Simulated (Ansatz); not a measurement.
Input file:

```
crystal:
  periodic: [false, false, false]
  atoms:
    - {symbol: Co, position_ang: [-0.000055, 0.000072, 0.000020]}
    - {symbol: N, position_ang: [1.808634, -0.010961, 0.197927]}
    - {symbol: H, position_ang: [2.396428, -0.840024, 0.180388]}
    - {symbol: H, position_ang: [2.389147, 0.811049, 0.340811]}
    - {symbol: N, position_ang: [-0.906663, 1.577617, 0.008350]}
    - {symbol: H, position_ang: [-0.483748, 2.497802, 0.095987]}
    - {symbol: H, position_ang: [-1.915243, 1.676075, -0.071217]}
    - {symbol: N, position_ang: [-0.902033, -1.566626, -0.206225]}
    - {symbol: H, position_ang: [-0.480453, -2.491506, -0.207265]}
    - {symbol: H, position_ang: [-1.906004, -1.653507, -0.338764]}
basis:
  gaussian: {orbitals: def2-TZVP, initial_orbitals: start.molden}
magnetization: {spin_polarized: true, initial_magnetization: 4}
hamiltonian: {xc: pbe0, dispersion: d4}
scf: {omitted_lower_state_checks: [starts]}
output: {orbitals: {seedname: orbitals}}
```

Launched as:

```sh
ansatz run in.yaml --threads 4 --pin off --events-out ev --progress --plain --max-ram 4787MiB
```

Geometry: PBE0-D4/def2-SVP.

Method: Ansatz 0.2.0, UKS PBE0-D4/def2-TZVP.

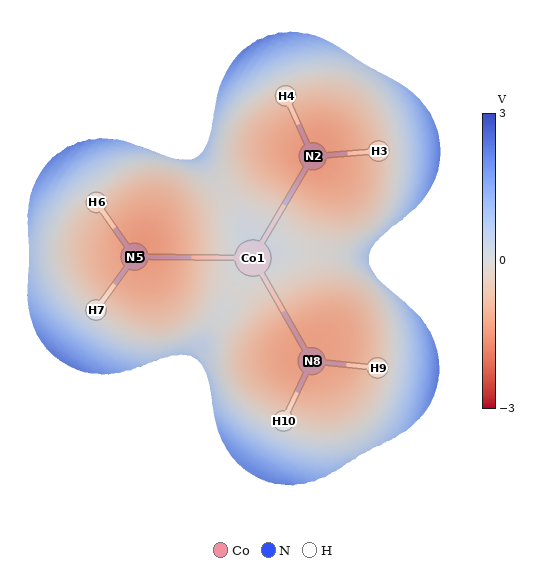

CoH₆N₃ (quintet). The molecular electrostatic potential painted on the density surface at 0.004 e/bohr³, seen across its widest extent; red is negative and blue positive.

> Which sites attract a positive test charge, and which a negative one?

A positive charge is drawn to the negative regions and a negative charge to the positive ones. The most negative region (about −1.5 V, or −35 kcal/mol for a unit charge) lies over N2 and N5, the most positive (about +2.2 V, or +51 kcal/mol for a unit charge) over the H atoms.
